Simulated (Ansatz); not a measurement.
# B₂+ (doublet): one geometry, many settings

Aim: run B₂+ (doublet) at one geometry under a spread of methods and options, and see what each costs and gives.

Method: the settings change from run to run; program: Ansatz 0.2.0, Gaussian basis.

17 further runs of the same task are left out: 1 for a known fault of the program, 5 that didn't finish, 11 set aside as unsound or not needed.

### 1 What is computed

The geometry is a PBE0/def2-TZVP stationary point (not a proven minimum) of the parent state, kept for this charge and spin.

2 atoms, charge 1, spin multiplicity 2.

Atoms are counted from 1 here; the program's logs count them from 0.

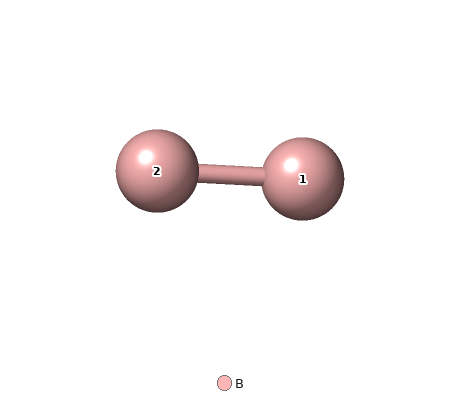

The structure; boron pink; atoms are numbered from 1 in the order of the file.

### 2 CISD/def2-SVPD

File in.yaml:

```yaml
crystal:
  periodic: [false, false, false]
  atoms:
    - {symbol: B, position_ang: [0.000000, 0.000000, 0.000000]}
    - {symbol: B, position_ang: [0.000000, 0.000000, 1.561787]}
basis:
  gaussian: {orbitals: def2-SVPD}
total_charge: 1
magnetization: {spin_polarized: false, initial_magnetization: 1}
correlation: {active_space: {ras: {orbitals: [2, 1, 35], electrons: 5, max_holes: 2, max_particles: 2}, fixed_orbitals: true}}
```

Launch:

```sh
$ ansatz run in.yaml --threads 1 --pin off --events-out ev --progress --plain --max-ram 2393MiB
```

The log of the run:

```text
Functional definition: HF
  name "HF"
  cite "Fock, Z. Phys. 61, 126 (1930) doi:10.1007/BF01340294"
  parent pbe
  exchange = exact_x
  correlation = 0
400 factors; integrals over basis functions are off by at most 1.2e-3 eV
mean field evaluation 1: about -1324.6522 eV, gradient 4.9e0 eV
mean field evaluation 2: about -1324.6605 eV, gradient 4.9e0 eV
mean field evaluation 4: about -1324.8609 eV, gradient 4.4e-1 eV
mean field evaluation 8: about -1324.8627 eV, gradient 1.9e-4 eV
mean field evaluation 16: about -1324.9596 eV, gradient 3.7e-1 eV
mean field evaluation 32: about -1325.1335 eV, gradient 2.7e-6 eV
mean field evaluation 64: about -1324.8627 eV, gradient 3.3e-4 eV
mean field evaluation 96: about -1324.8627 eV, gradient 9.9e-6 eV
mean field evaluation 128: about -1325.1335 eV, gradient 2.2e-6 eV
mean field -1325.13351821 eV, -48.6977585863 hartree, gradient 2.2e-6 eV, S^2 0.750000; 13 other end points of the search recorded, 0 dependent functions left out
reference -1325.13351821 eV, -48.6977585863 hartree; 5, 4 occupied and 35, 36 virtual orbitals, 400 factors
state -1328.88983800 eV, -48.8358007927 hartree
Total energy: -1328.88983800 eV, -48.8358007927 hartree
```

It took 2.3 s on 1 thread of Intel Xeon at 2.50GHz, shared host.

From the report: 7,542 determinants.

### 3 NEVPT4(SD)(1,6)/6-31G*

File in.yaml:

```yaml
crystal:
  periodic: [false, false, false]
  atoms:
    - {symbol: B, position_ang: [0.000000, 0.000000, 0.000000]}
    - {symbol: B, position_ang: [0.000000, 0.000000, 1.561787]}
basis:
  gaussian: {orbitals: "6-31G*"}
total_charge: 1
magnetization: {spin_polarized: false, initial_magnetization: 1}
hamiltonian: {pseudopotentials: {relativity: scalar}}
correlation: {method: fic_nevpt4_sd, electrons: valence, active_space: {window: {electrons: 1, orbitals: 6}}}
accuracy: high
scf: {lower_state_search: off}
```

The command is unchanged.

The log of the run (excerpt; [...] marks lines left out):

```text
Functional definition: HF
  name "HF"
  cite "Fock, Z. Phys. 61, 126 (1930) doi:10.1007/BF01340294"
  parent pbe
[...]
546 factors; integrals over basis functions are off by at most 2.6e-9 eV
[...]
mean field -1326.68927943 eV, -48.7549317567 hartree, gradient 2.4e-8 eV, S^2 0.750000; 0 other end points of the search recorded, 0 dependent functions left out
reference -1326.68927943 eV, -48.7549317567 hartree; 5, 4 occupied and 25, 26 virtual orbitals, 546 factors
state -1326.88305735 eV, -48.7620529640 hartree
state -1326.88305735 eV, -48.7620529640 hartree; corrected -1330.18101590 eV, -48.8832507053 hartree
WARN: 5 active orbitals are nearly empty or full. The corrections depend on them more than the energy does, and are more stable in an active space without them
Total energy: -1330.18101590 eV, -48.8832507053 hartree
Relativity: scalar
Checks for a lower state left out: stability, starts, cluster_reference, orbital_swaps, neighbouring_geometries, increment
```

Wall time 2 s (1 thread of Intel Xeon at 2.50GHz, shared host).

From the report: 6 determinants; active occupations 1.00, 0.00, 0.00, 0.00, 0.00, 0.00. The report marks this result as in doubt.

### 4 CASCI(1,9)/6-31G

File in.yaml:

```yaml
crystal:
  periodic: [false, false, false]
  atoms:
    - {symbol: B, position_ang: [0.000000, 0.000000, 0.000000]}
    - {symbol: B, position_ang: [0.000000, 0.000000, 1.561787]}
basis:
  gaussian: {orbitals: 6-31G}
total_charge: 1
magnetization: {spin_polarized: false, initial_magnetization: 1}
correlation: {active_space: {window: {electrons: 1, orbitals: 9}, fixed_orbitals: true, states: [{multiplicity: 2, weights: [1, 1]}]}}
scf: {lower_state_search: off}
```

Same command.

The log of the run:

```text
Functional definition: HF
  name "HF"
  cite "Fock, Z. Phys. 61, 126 (1930) doi:10.1007/BF01340294"
  parent pbe
  exchange = exact_x
  correlation = 0
these checks for a lower state are left out or cut short: stability, starts, cluster_reference, orbital_swaps, neighbouring_geometries, increment
396 factors; integrals over basis functions are off by at most 1.4e-7 eV
mean field evaluation 1: about -1325.7637 eV, gradient 4.9e0 eV
mean field evaluation 2: about -1325.7677 eV, gradient 4.9e0 eV
mean field evaluation 4: about -1325.9571 eV, gradient 4.6e-1 eV
mean field evaluation 8: about -1325.9589 eV, gradient 2.3e-4 eV
mean field -1325.95894529 eV, -48.7280924721 hartree, gradient 3.1e-6 eV, S^2 0.750000; 0 other end points of the search recorded, 0 dependent functions left out
reference -1325.95894529 eV, -48.7280924721 hartree; 5, 4 occupied and 13, 14 virtual orbitals, 396 factors
state -1325.95973378 eV, -48.7281214486 hartree
state -1325.95894529 eV, -48.7280924721 hartree
Total energy: -1325.95933953 eV, -48.7281069603 hartree
Checks for a lower state left out: stability, starts, cluster_reference, orbital_swaps, neighbouring_geometries, increment
```

It took 0.24 s on 1 thread of Intel Xeon at 2.50GHz, shared host.

From the report: 2 determinants; active occupations (of the averaged states) 0.50, 0.50, 0.00, 0.00, 0.00, 0.00, 0.00, 0.00, 0.00.

### 5 CCSDT(Q) on UHF/6-31G*

File in.yaml:

```yaml
crystal:
  periodic: [false, false, false]
  atoms:
    - {symbol: B, position_ang: [0.000000, 0.000000, 0.000000]}
    - {symbol: B, position_ang: [0.000000, 0.000000, 1.561787]}
basis:
  gaussian: {orbitals: "6-31G*"}
total_charge: 1
magnetization: {spin_polarized: true, initial_magnetization: 1}
correlation: {method: ccsdt_q, electrons: outside_noble_gas}
scf: {lower_state_search: off}
output: {forces: true}
```

Same command.

The log of the run (excerpt; [...] marks lines left out):

```text
Functional definition: HF
  name "HF"
  cite "Fock, Z. Phys. 61, 126 (1930) doi:10.1007/BF01340294"
  parent pbe
[...]
483 factors; integrals over basis functions are off by at most 2.4e-7 eV
[...]
mean field -1328.52630228 eV, -48.8224411012 hartree, gradient 5.0e-6 eV, S^2 1.687998; 0 other end points of the search recorded, 0 dependent functions left out
2 core orbitals not correlated: weight in the atoms' cores, before any rotation towards them, 1.000 or more for the frozen orbitals, at most 0.000 for the correlated occupied ones
reference -1328.52630228 eV, -48.8224411012 hartree; 3, 2 occupied and 25, 26 virtual orbitals, 483 factors
second order -1.56045654 eV of doubles, -0.00000000 eV of singles
cycle   1  -1.93267963 eV  change   -3.7e-1 eV  update   6.5e-2
[...]
cycle   2  -2.69836848 eV  change    2.5e-8 eV  update   6.5e-8
perturbative correction -0.03564930 eV, -0.0013100878 hartree
WARN: these amplitudes may be one of several solutions (largest doubles amplitude 0.59, level shift 0.00 eV)
[...]
Total energy: -1331.26032006 eV, -48.9229144016 hartree
Atom 0 at     0.000000     0.000000     0.000000 Å, force     0.000000    -0.000000    -4.152867 eV/Å
Atom 1 at     0.000000     0.000000     1.561787 Å, force    -0.000000     0.000000     4.152867 eV/Å
Dipole moment:    -0.000000     0.000000     0.002104 e Å
Checks for a lower state left out: starts, cluster_reference, orbital_swaps, neighbouring_geometries, increment
```

Wall time 44 s (1 thread of Intel Xeon at 2.50GHz, shared host); peak memory 0.27 GiB.

From the report: ⟨S²⟩ of the determinant 1.688 (pure doublet: 0.75); correlation -2.7340 eV; T1 0.144; largest double amplitude 0.59. The determinant is far from a pure spin state, so its energy mixes those of several spin states (harmless only where they are near-degenerate, as at dissociation). The report flags that the cluster equations may have other roots.

### 6 The runs in one table

 † marks a result that the program doubts.

| level | correlated | functions | energy (eV) | time |
| --- | --- | --- | --- | --- |
| CISD/def2-SVPD | valence | 40 | -1328.8898 | 2.3 s |
| NEVPT4(SD)(1,6)/6-31G* (relativity set) † | valence | 30 | -1330.1810 | 2 s |
| CASCI(1,9)/6-31G (mean of several states) |  | 18 | -1325.9593 | 0.24 s |
| CCSDT(Q) on UHF/6-31G* † | outside noble gas | 30 | -1331.2603 | 44 s |

### 7 Summary of results

| quantity | value |
| --- | --- |
| runs | 4 |
| quickest | CASCI(1,9)/6-31G (mean of several states), 0.24 s |
| slowest | CCSDT(Q) on UHF/6-31G* †, 44 s |

Total energies in different bases, with other cores or another treatment of relativity can't be set against each other. CCSDT(Q) on UHF/6-31G* † took 184 times as long as CASCI(1,9)/6-31G (mean of several states); the jobs differ in more than the method.
